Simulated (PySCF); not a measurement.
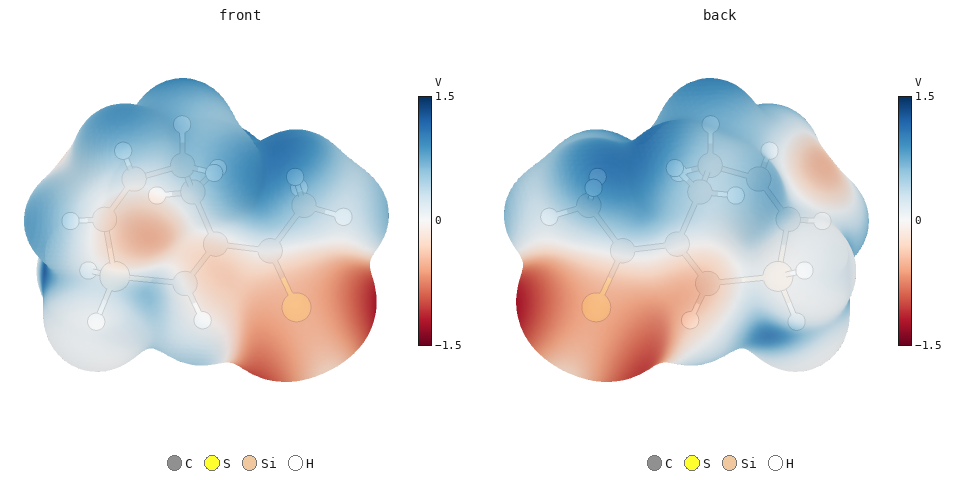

Figure 1: C$_{8}$H$_{12}$SSi (SMILES CC(=S)C1=C[SiH2]C=CCC1). The molecular electrostatic potential painted on the density surface at 0.002 e/bohr³, seen from the front and from behind; the colour scale runs from red (negative) to blue (positive).

Geometry: GFN2-xTB.

Theory: PBE0/pcSseg-1, SCF density, gas phase, non-relativistic in PySCF 2.14.0.

```yaml
atoms:
  - { symbol: C, position_ang: [-2.9397, -0.5414, -0.3308] }
  - { symbol: C, position_ang: [-2.1049, 0.6968, -0.3911] }
  - { symbol: S, position_ang: [-2.8554, 2.1498, -0.2378] }
  - { symbol: C, position_ang: [-0.6708, 0.5947, -0.5872] }
  - { symbol: C, position_ang: [0.1276, 1.6690, -0.4564] }
  - { symbol: Si, position_ang: [1.9990, 1.5758, -0.5855] }
  - { symbol: C, position_ang: [2.5736, 0.0956, 0.4252] }
  - { symbol: C, position_ang: [1.9052, -1.0039, 0.7545] }
  - { symbol: C, position_ang: [0.5255, -1.4266, 0.3466] }
  - { symbol: C, position_ang: [-0.0578, -0.7467, -0.8983] }
  - { symbol: H, position_ang: [-3.0055, -0.9985, -1.3196] }
  - { symbol: H, position_ang: [-2.5135, -1.2749, 0.3525] }
  - { symbol: H, position_ang: [-3.9468, -0.2906, -0.0064] }
  - { symbol: H, position_ang: [-0.3410, 2.6135, -0.2128] }
  - { symbol: H, position_ang: [2.5677, 2.7944, -0.0010] }
  - { symbol: H, position_ang: [2.4100, 1.4518, -1.9933] }
  - { symbol: H, position_ang: [3.5761, 0.1842, 0.8285] }
  - { symbol: H, position_ang: [2.3804, -1.7293, 1.4098] }
  - { symbol: H, position_ang: [-0.1423, -1.2686, 1.2018] }
  - { symbol: H, position_ang: [0.5580, -2.5068, 0.1713] }
  - { symbol: H, position_ang: [-0.7979, -1.4095, -1.3463] }
  - { symbol: H, position_ang: [0.7421, -0.6094, -1.6281] }
```

### Where is the surface potential most negative and most positive?

The most negative region (about −1.2 V) lies over S3, the most positive (about +1.1 V) over Si6, H11, H12 and H21.
